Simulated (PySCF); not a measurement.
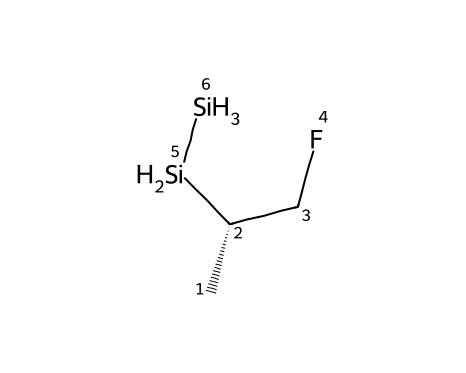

A structural formula, with wedges where it has stereocentres; small numbers name the atoms. The configuration is that of a computed structure (PBE0-D3(BJ)/def2-SVP).

**Assign CIP descriptors.**

C2: S.

**Write the isomeric SMILES.**

C[C@@H](CF)[SiH2][SiH3]
